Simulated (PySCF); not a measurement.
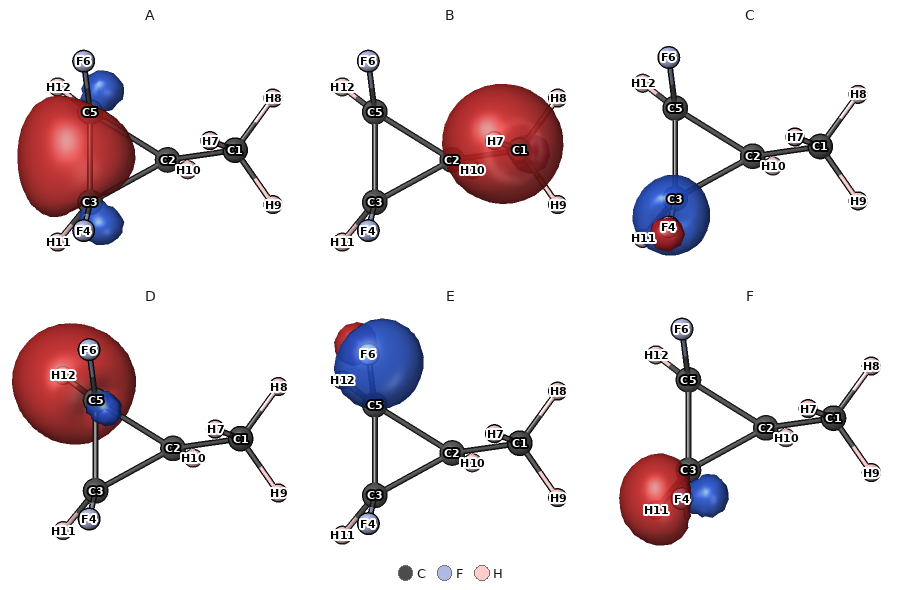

C₄H₆F₂, SMILES `C[CH]1[CH](F)[CH]1F`. Foster–Boys orbitals, occupied; each surface holds about 80 % of the orbital's density. Energies are diagonal elements of the Fock matrix.

Computed with PySCF, B3LYP/def2-TZVP, geometry: GFN2-xTB. No frequency check shows the geometry to be a minimum.

The calculation's input:

```python
import numpy as np
from pyscf import gto, scf, dft, lo
from pyscf.data.elements import chemcore

def solve(mol, dm0=None, hcore=None):
    mf = (dft.UKS if mol.spin else dft.RKS)(mol, xc='b3lyp')
    mf.grids.level = 3
    mf = mf.density_fit(auxbasis='def2-universal-jkfit')
    mf.conv_tol, mf.max_cycle = 1e-8, 80
    if hcore is not None:
        mf.get_hcore = lambda *args: hcore
    mf.kernel(dm0)
    if not mf.converged:
        mf = mf.newton().run(mf.mo_coeff, mf.mo_occ, max_cycle=30)
    assert mf.converged, 'SCF not converged'
    return mf

mol = gto.M(atom='''
C     -1.75866     0.00010     0.38798
C     -0.74525    -0.00008    -0.72944
C      0.54702     0.75130    -0.55098
F      0.75790     1.40768     0.61841
C      0.54698    -0.75137    -0.55091
F      0.75783    -1.40764     0.61854
H     -1.25637     0.00029     1.35176
H     -2.38791    -0.88489     0.32255
H     -2.38787     0.88505     0.32247
H     -1.16663    -0.00035    -1.72727
H      1.00837     1.28921    -1.37106
H      1.00831    -1.28938    -1.37094
''', basis='def2-tzvp', charge=0, spin=0, verbose=4)
mf = solve(mol)
occ_all = mf.mo_coeff[:, mf.mo_occ > 0]
occ = occ_all[:, chemcore(mol):]
bo = lo.Boys(mol, occ)
loc = bo.kernel()
for _ in range(5):
    new, stable = bo.stability(return_status=True)
    if stable:
        break
    loc = bo.kernel(new)
fock, s = mf.get_fock(), mf.get_ovlp()
ortho = lo.orth_ao(mol, 'meta_lowdin')
labels = mol.ao_labels(fmt=None)
vir = loc[:, :0]
both = np.hstack([loc, vir])
p = (ortho.T @ s @ both) ** 2
pop = np.array([p[[l[0] == a for l in labels]].sum(0) for a in range(mol.natm)])
spd = np.array([[p[[l[0] == a and l[2][-1] == k for l in labels]].sum(0) for k in 'spd'] for a in range(mol.natm)])
eps = np.einsum('pi,pq,qi->i', both, fock, both)
for i in np.argsort(eps):
    top = np.argsort(-pop[:, i])[:3]
    print('%3d %s %9.4f Eh ' % (i + 1, 'occ' if i < loc.shape[1] else 'vir', eps[i]), '  '.join('%s%d %.3f' % (mol.atom_symbol(a), a + 1, pop[a, i]) for a in top))
np.savez('result.npz', c=both, nocc=loc.shape[1], pop=pop, spd=spd, eps=eps, e=mf.e_tot)
```

Launched as:

```sh
OMP_NUM_THREADS=1 python input.py
```

The run took 17 s on 1 thread of Intel(R) Xeon(R) 6975P-C (Granite Rapids), with other jobs on the host, peak memory 0.84 GiB.

Name the orbitals, with their atomic make-up and energies.

Answer. By panel:
- A: bent (banana) bond C3–C5 (C3 49 %, C5 49 %; −14.3 eV)
- B: σ bond C1–H7 (C1 56 %, H7 43 %; −13.1 eV)
- C: σ bond F4–C3 (F4 69 %, C3 31 %; −22.2 eV)
- D: σ bond C5–H12 (C5 56 %, H12 44 %; −14.3 eV)
- E: lone pair on F6 (sp2.7-type) (F6 98 %; −16.5 eV)
- F: lone pair on F4 (sp2.7-type) (F4 98 %; −16.5 eV)
